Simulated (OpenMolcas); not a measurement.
**One shape, several levels: Si2NH6 (SMILES N[SiH][SiH3])**

We compute a comparison of 6 runs (UHF/STO-3G, UHF/6-311+G**, U-revPBE/6-311+G**, UPBE0/6-311+G**, UTPSS/6-311+G**, ROMP2/6-311+G**) of Si2NH6. 

Program for the calculation: OpenMolcas 26.06.

**1. The system as given**

The species is Si2NH6 (9 atoms), meant as a doublet with charge 0. SMILES: `N[SiH][SiH3]`. The shape is that of a PBE0-D4/def2-TZVP optimisation. This is one conformer, not always the lowest.

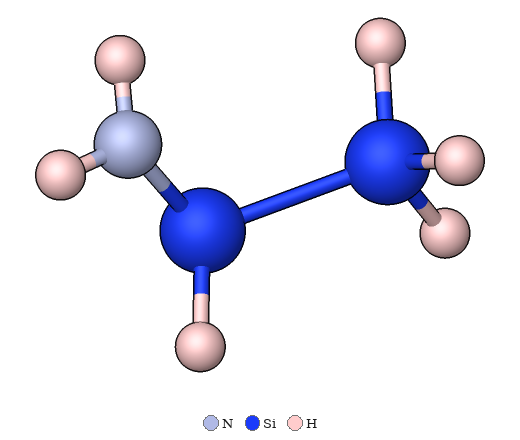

The structure, seen from a chosen angle (nitrogen light blue, silicon blue, hydrogen pink).

**2. Energy and gradient at UHF/STO-3G (run 1)**

run.inp

```
>>> EXPORT MOLCAS_PRINT=2

&GATEWAY
 BasLib = $CurrDir
 Coord
 9
 angstrom
 N       -0.800100       0.840300      -1.401300
 Si      -0.412600       0.902100       0.278900
 Si       0.627800      -1.077000       0.962500
 H       -1.356700       0.089900      -1.777700
 H       -0.920900       1.689300      -1.930000
 H        0.461600       2.102100       0.448200
 H        1.938500      -1.353900       0.307200
 H       -0.282400      -2.217000       0.659800
 H        0.833300      -1.021900       2.435300
 Basis = STO-3G
 Group = NoSym

&SEWARD

&SCF
 UHF
 Spin = 2
 Thresholds = 1e-10 1e-07 1e-07 1e-05
 PrOrbitals = 1 1

&ALASKA
```

The basis set STO-3G is read from a file made from the Basis Set Exchange's data (not shown).

The run is started by

```
$ export MOLCAS_MEM=1860
$ pymolcas run.inp > run.log
```

The log of the run:

```text
--- Start Module: gateway ---
[...]
--- Stop Module: gateway /rc=_RC_ALL_IS_WELL_ ---
[...]
      Basis functions           29
[...]
--- Start Module: scf ---
[...]
       Convergence after  14 Iterations
[...]
::    Total SCF energy                               -628.3990869447
[...]
      Total spin, S                                     0.5010567202
[...]
      Total electronic charge=   41.000000
      Total            charge=   -0.000000
[...]
      Dipole Moment (debye):
      Origin of the operator (angstrom)=   -0.0593    0.0810    0.2007
                   X= -1.2894E+00               Y=  5.2086E-01               Z=  6.2584E-02           Total=  1.3920E+00
      Quadrupole Moment (debye*angstrom):
[...]
 *              Molecular gradients               *
 **************************************************
  Irreducible representation: a
 ------------------------------------------------------------------------------------------
                              X                       Y                       Z
 ------------------------------------------------------------------------------------------
  N1               -1.65956024480667E-02    2.59559098319284E-03   -6.63380387053714E-03
  SI2              -2.22976251267966E-02   -3.13453443552980E-03   -1.91643845633882E-02
  SI3               1.10522933942203E-03    2.88101910073024E-03    4.98863874391908E-04
  H4                7.98744926953932E-03    4.73674480710695E-03    4.59305599102988E-03
  H5                4.63018453017994E-03   -7.02090782293840E-03    6.00007672205782E-03
  H6                1.49506141881037E-02    2.62780424332663E-02    6.16447741120207E-03
  H7                2.92339875716294E-02   -6.19831332450294E-03   -1.57545812996052E-02
  H8               -2.22097622507427E-02   -2.39424072126098E-02   -8.47168683853106E-03
[...]
```

Wall time 1.4 s (1 thread of Intel Xeon 6975P-C (Granite Rapids), shared host); peak memory 0.37 GiB.

**3. Energy and forces at UHF/6-311+G(d,p) (run 2)**

mol.input

```
* H6NSi2 Hartree-Fock
&GATEWAY
BasLib
$CurrDir
Coord
9
bohr
N     -1.51196987     1.58793686    -2.64807322
Si    -0.77970100     1.70472194     0.52704462
Si     1.18637006    -2.03523504     1.81886139
H     -2.56379143     0.16988638    -3.35936613
H     -1.74024879     3.19231434    -3.64717142
H      0.87229758     3.97239329     0.84697525
H      3.66323409    -2.55850020     0.58052387
H     -0.53365866    -4.18952282     1.24684130
H      1.57470878    -1.93111113     4.60205003
Basis
6-311pGss
Group
NoSym
&SEWARD
&SCF
UHF
Spin
2
Thresholds
1e-10 1e-07 1e-07 1e-05
PrOrbitals
1 1
&ALASKA
```

The basis set 6-311+G** is read from a file made from the Basis Set Exchange's data (not shown).

The run is started by

```
$ export MOLCAS_MEM=1860
$ pymolcas mol.input > mol.log
```

The log of the run:

```text
--- Start Module: gateway ---
[...]
--- Stop Module: gateway /rc=_RC_ALL_IS_WELL_ ---
[...]
      Basis functions          118
[...]
--- Start Module: scf ---
[...]
       Convergence after  16 Iterations
[...]
::    Total SCF energy                               -635.8190385005
[...]
      Total spin, S                                     0.5039339540
[...]
      Total electronic charge=   41.000000
      Total            charge=   -0.000000
[...]
      Dipole Moment (debye):
      Origin of the operator (angstrom)=   -0.0593    0.0810    0.2007
                   X= -9.8342E-01               Y=  4.0623E-01               Z= -9.3287E-01           Total=  1.4151E+00
      Quadrupole Moment (debye*angstrom):
[...]
 *              Molecular gradients               *
 **************************************************
  Irreducible representation: a
 ------------------------------------------------------------------------------------------
                              X                       Y                       Z
 ------------------------------------------------------------------------------------------
  N1                7.96831240861134E-03   -4.28793326110899E-04    8.09828590867490E-03
  SI2              -2.83540527225767E-03   -7.85084760406107E-03    2.16671713852623E-03
  SI3              -2.87727895086753E-03    7.84433786770222E-03   -3.39718194589711E-03
  H4               -5.34907704601295E-03   -8.64427750441266E-03   -2.42045356010934E-03
  H5               -8.78921311383785E-04    9.43131586427848E-03   -4.46349847202399E-03
  H6                2.64897221994964E-03    2.81489789232037E-03   -7.03688238731570E-04
  H7                3.15139966177558E-03   -1.63378092572064E-03   -1.33840514844330E-03
  H8               -1.80398512741453E-03   -1.96510410856954E-03   -6.29100463794718E-04
[...]
```

Run time: 17 s. Hardware: 1 thread of Intel Xeon 6975P-C (Granite Rapids), shared host; peak memory 0.74 GiB.

Runs 3 to 4 aren't shown in full; the table further down has their settings and results.

**4. The energy at UTPSS/6-311+G(d,p) (run 5)**

mol.inp

```
&gateway
baslib
$CurrDir
coord
9
angstrom
N       -0.800100       0.840300      -1.401300
Si      -0.412600       0.902100       0.278900
Si       0.627800      -1.077000       0.962500
H       -1.356700       0.089900      -1.777700
H       -0.920900       1.689300      -1.930000
H        0.461600       2.102100       0.448200
H        1.938500      -1.353900       0.307200
H       -0.282400      -2.217000       0.659800
H        0.833300      -1.021900       2.435300
basis
6-311pGss
group
NoSym
&seward
gridinput
Grid=UltraFine
End of Grid
&scf
uhf
spin
2
ksdft
2
1.0 MGGA_X_TPSS
1.0 MGGA_C_TPSS
thresholds
1e-10 1e-07 1e-07 1e-05
prorbitals
1 1
```

The basis set 6-311+G** is read from a file made from the Basis Set Exchange's data (not shown).

The run is started by

```
$ export MOLCAS_MEM=1860
$ pymolcas mol.inp > mol.log
```

The log of the run:

```text
--- Start Module: gateway ---
[...]
--- Stop Module: gateway /rc=_RC_ALL_IS_WELL_ ---
--- Start Module: seward ---
[...]
      Basis functions          118
--- Stop Module: seward /rc=_RC_ALL_IS_WELL_ ---
[...]
--- Start Module: scf ---
[...]
       Convergence after  16 Iterations
[...]
::    Total KS-DFT energy                            -637.4121134599
[...]
      Total spin, S                                     0.5014947540
[...]
      Total electronic charge=   41.000000
      Total            charge=   -0.000000
[...]
      Dipole Moment (debye):
      Origin of the operator (angstrom)=   -0.0593    0.0810    0.2007
                   X= -9.1782E-01               Y=  4.2134E-01               Z= -1.4001E+00           Total=  1.7263E+00
      Quadrupole Moment (debye*angstrom):
[...]
--- Stop Module: scf /rc=_RC_ALL_IS_WELL_ ---
[...]
```

Run time: 67 s. Hardware: 1 thread of Intel Xeon 6975P-C (Granite Rapids), shared host; peak memory 0.74 GiB.

**5. The energy at ROMP2/6-311+G(d,p) (run 6)**

struct.xyz

```xyz
9

N     -0.800100     0.840300    -1.401300
Si    -0.412600     0.902100     0.278900
Si     0.627800    -1.077000     0.962500
H     -1.356700     0.089900    -1.777700
H     -0.920900     1.689300    -1.930000
H      0.461600     2.102100     0.448200
H      1.938500    -1.353900     0.307200
H     -0.282400    -2.217000     0.659800
H      0.833300    -1.021900     2.435300
```

calc.inp

```
>>> EXPORT MOLCAS_PRINT=2

&GATEWAY
  BASLIB = $CurrDir
  COORD = struct.xyz
  BASIS = 6-311pGss
  GROUP = NoSym

&SEWARD

&SCF
  UHF
  SPIN = 2
  THRESHOLDS = 1e-10 1e-07 1e-07 1e-05
  PRORBITALS = 1

&RASSCF
  FILEORB = $Project.UnaOrb
  SPIN = 2
  NACTEL = 1 0 0
  INACTIVE = 20
  RAS2 = 1
  OUTORBITALS = Canonical
  ORBLISTING = Nothing

&CASPT2
  IPEA = 0.0
  FROZEN = 11
```

The basis set 6-311+G** is read from a file made from the Basis Set Exchange's data (not shown).

The run is started by

```
$ export MOLCAS_MEM=1860
$ pymolcas calc.inp > calc.log
```

The log of the run:

```text
--- Start Module: gateway ---
[...]
--- Stop Module: gateway /rc=_RC_ALL_IS_WELL_ ---
[...]
      Basis functions          118
[...]
       Convergence after  16 Iterations
[...]
::    Total SCF energy                               -635.8190385004
[...]
      Total spin, S                                     0.5039339540
[...]
--- Start Module: rasscf ---
[...]
      Number of active orbitals                  1
[...]
      Spin quantum number                      0.5
[...]
      Active orbitals                            1
[...]
      Number of CSFs                             1
[...]
      Number of root(s) required                 1
[...]
      Convergence after  9 iterations
[...]
      printout of CI-coefficients larger than  0.05 for root  1
      energy=    -635.816963
      conf/sym  1     Coeff  Weight
             1  u   1.00000 1.00000
      Natural orbitals and occupation numbers for root  1
      sym 1:   1.000000
      ************************************************************************************************************************
      *                                                    Final results                                                     *
[...]
::    RASSCF root number  1 Total energy:   -635.81696258
[...]
      Total electronic charge=   41.000000
      Total            charge=   -0.000000
[...]
      Dipole Moment (debye):
      Origin of the operator (angstrom)=   -0.0593    0.0810    0.2007
                   X= -9.7274E-01               Y=  3.9626E-01               Z= -9.0120E-01           Total=  1.3840E+00
      Quadrupole Moment (debye*angstrom):
[...]
--- Stop Module: rasscf /rc=_RC_ALL_IS_WELL_ ---
[...]
--- Start Module: caspt2 ---
[...]
      E2 (Variational):          -0.3814757910
      Total energy:            -636.1984383754
[...]
      Reference weight:           0.87237
[...]
::    CASPT2 Root  1     Total energy:   -636.19843838
[...]
```

It took 26 s on 1 thread of Intel Xeon 6975P-C (Granite Rapids), shared host; peak memory 0.74 GiB.

**6. Overview of the runs**

```
run               level  integration grid      task  energy (Eh)  dipole moment (D)  HOMO energy (eV)  LUMO energy (eV)  wall time
  1          UHF/STO-3G                 –  gradient  -628.399087               1.39             -4.92              6.39      1.4 s
  2       UHF/6-311+G**                 –  gradient  -635.819039               1.42             -7.89              1.09       17 s
  3  U-revPBE/6-311+G**         UltraFine  gradient  -637.213076               1.74             -4.17             -2.81       54 s
  4     UPBE0/6-311+G**         UltraFine  gradient  -637.036579               1.62             -5.24             -2.04       56 s
  5     UTPSS/6-311+G**         UltraFine    energy  -637.412113               1.73             -4.32             -2.76       67 s
  6     ROMP2/6-311+G**                 –    energy  -636.198438                  –                 –                 –       26 s
```

**7. Results**

```
           quantity          value
run 6: total energy  -636.19844 Eh
```

In words: Over runs 1, 2, 3, 4, 5 the dipole moment (its size) runs from 1.39 D (UHF/STO-3G) to 1.74 D (U-revPBE/6-311+G**). The two ends differ in method and basis. Totals of different functionals can't be ranked against each other. In run 1 the basis is minimal, so the values are rough. All runs together took 3.7 min, the longest 67 s.
